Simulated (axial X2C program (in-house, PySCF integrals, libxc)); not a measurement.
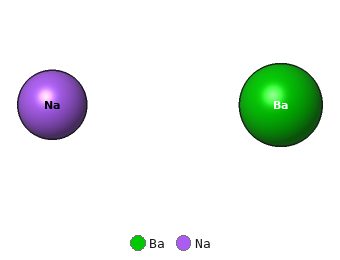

Fig. 1: The molecule at the reference distance of 4.221 Å.

## BaNa⁻: relativistic diatomic calculation

BaNa⁻, single determinant with Ω = 0. The distance is the PBE0 minimum at charge −1. Computed at this level: expectation values, HF and Kohn-Sham, two-component X2C with atomic mean-field Coulomb and Gaunt terms, Ba dyall-acv3z, Na dyall-av3z (cores contracted) (axial X2C program (in-house, PySCF integrals, libxc)).

Log:
```
two-component X2C + atomic mean field  PBE0
basis functions 237  fitting functions 1193  grid points 5093
iter        total energy     max residual
   1      -8293.547706335     1.75e-05
   2      -8293.547706353     1.17e-05
   3      -8293.547706368     1.35e-05
   4      -8293.547706370     7.56e-06
converged
one-electron -11482.69822616  Coulomb 3331.23779106  exact exchange -52.71906953  xc functional -161.31820852  nuclear repulsion 77.22652498  atomic mean-field constant -5.27651820
```

Expectation values by level of theory:

| quantity | PBE0 | HF | BP86 | r2SCAN | TPSSh |
| --- | --- | --- | --- | --- | --- |
| effective field for an electron dipole moment (GV/cm) | – | – | – | – | – |
| field gradient at the first nucleus (a.u.) | −1.25 | −1.33 | −1.10 | −1.25 | −1.26 |
| field gradient at the second nucleus (a.u.) | −0.0163 | −0.00734 | −0.0181 | −0.0217 | −0.0205 |
| A∥/gI, first nucleus (MHz) | – | – | – | – | – |
| A∥/gI, second nucleus (MHz) | – | – | – | – | – |

Each column comes from one determinant, in a basis with contracted cores. A dash marks a value that vanishes by symmetry, wasn't computed or didn't converge. The spread over the levels shows only part of the uncertainty.

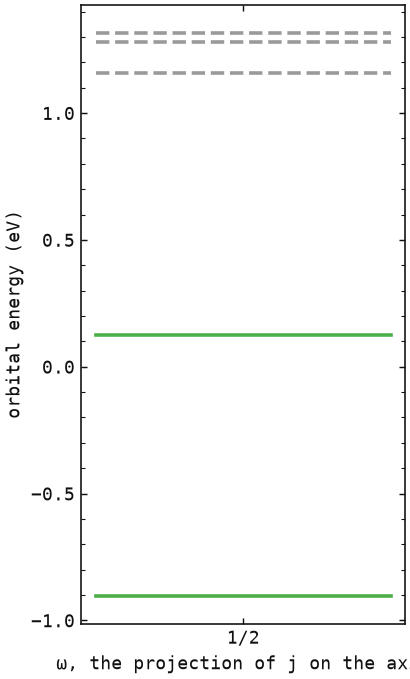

Fig. 2: Orbital energies (PBE0) near the frontier at 4.22 Å, filled (solid) and empty (dashed); the Kramers partners at −ω are degenerate and not drawn. The highest filled spinor (1/2; 35 % Ba p, 34 % Na s) lies at 0.12 eV, the lowest empty one (1/2; 56 % Ba p, 31 % Na p) at 1.16 eV. A filled level above zero is held only by the finite basis .

Input:
```
{"zs": [56, 11], "q": -1, "bas": ["dyall-acv3z", "dyall-av3z"], "r0": 3.51, "levels": ["PBE0", "HF", "BP86", "r2SCAN", "TPSSh"], "nst": 3}
```

The line is the task of a batch: nuclear charges, charge, bases, the levels to run, a first guess of the distance and further settings. This report covers the levels named above. The log is that of the reference distance, started from orbitals converged before.

The run was one of a batch that the task file lists, launched with:
```bash
python <driver script> task.json out
```

Results in brief:

| quantity | value |
| --- | --- |
| outcome | converged; a filled level lies above zero |
| hardware | 1 thread of Arm Neoverse V1, 24 GiB of memory available, shared host |
| wall time | 4.3 s |
| peak memory | 0.51 GiB |

Notes:

The highest filled level (PBE0, up to 0.12 eV) lies above zero. That is common for anions, where the functional's self-interaction leaves the outer electrons unbound; only the finite basis holds them, so such levels depend on it.
